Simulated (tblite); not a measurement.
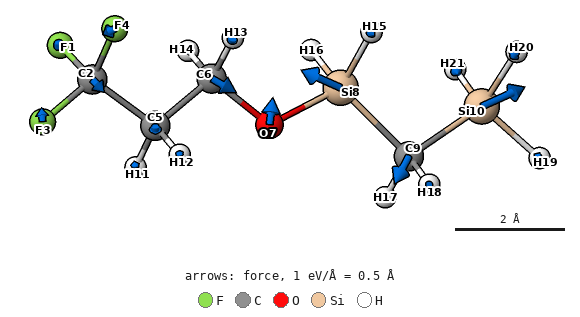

Starting geometry of C$_{4}$H$_{11}$F$_{3}$OSi$_{2}$ with the computed forces as blue arrows. Style: ball-and-stick. Shown at a tilt.

Theory: tblite 0.8.0, GFN2-xTB geometry optimisation, gas phase. 

Is this structure relaxed? If not, where do the atoms go?

Answer. It isn't relaxed: the largest force vector, on Si10, is 2.01 eV/Å. The final displacements have little in common with the starting forces (cosine between the two patterns 0.08). After 67 geometry steps the energy has fallen by 0.256 eV. The atom that moves furthest after the best rigid fit is H19 (0.54 Å). By element the largest moves are H 0.54 Å, Si 0.39 Å, F 0.39 Å, O 0.38 Å, C 0.25 Å. Among the contacts that change: C9–Si10 1.834 → 1.894 Å, O7–Si8 1.674 → 1.631 Å, C6–O7 1.430 → 1.388 Å, Si8–C9 1.846 → 1.885 Å. Among the angles between lasting bonds that change: O7–Si8–C9 112.1° → 102.8°, C6–O7–Si8 118.9° → 127.1°, Si8–C9–Si10 106.0° → 113.1°.
